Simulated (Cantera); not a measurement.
Input: 1 mol Si2Cl6, 4.1 mol NH3, 5.4 mol N2, held at 0.000120 bar.

Equilibrium computed with Cantera from the NASA thermochemical tables; the gas is ideal and each condensed phase is pure. Candidate condensed phases: NH4Cl, Si, Si3N4; 28 gas species. The feed counts by its element totals alone. The tables' values for SiCl3, SiCl are old estimates; treat these amounts as uncertain. The numbers say what is thermodynamically allowed, not how fast it happens.

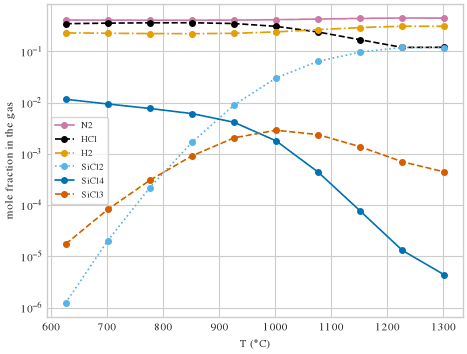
*Equilibrium gas composition (values under 1e-9 drawn at 1e-9)*

From 627 °C to 1152 °C the condensed part is Si3N4(s). From 1227 °C to 1302 °C nothing is condensed. The main Si-bearing gas is SiCl4 at 627 °C and SiCl2 at 1302 °C.
